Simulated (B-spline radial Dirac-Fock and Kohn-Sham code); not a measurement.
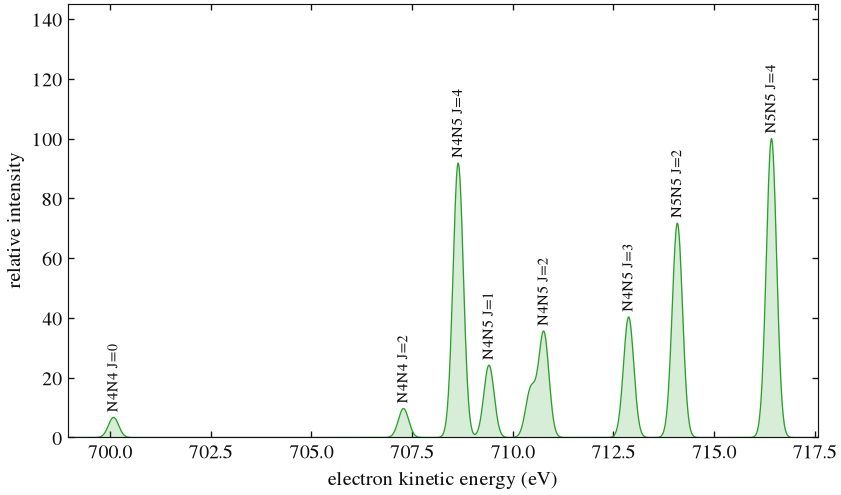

The Auger multiplet of an M5 hole with both final holes in N45, lines labelled by the leading pair of holes and J, broadened by 0.30 eV full width. Kinetic energies count from the vacuum level; very weak lines are left out. Lines are named by their largest jj component, which in light atoms can differ from the customary names. It refers to neutral neodymium, configuration [Xe] 4f4 6s2. The calculation used Dirac–Fock ΔSCF energies in intermediate coupling of the two holes, Coulomb rates, valence shells as spectators (a B-spline radial atomic code).

**Which of the lines shown has the highest kinetic energy, and why?**

M5-N5N5 J=4 at 716.4 eV: its two-hole final state is the least tightly bound of those shown, so the most energy is left to the electron.

**Which line is strongest?**

M5-N5N5 J=4 at 716.4 eV, 25 % of the multiplet.

**How wide is the M5 level from this decay?**

0.355 eV from this multiplet.
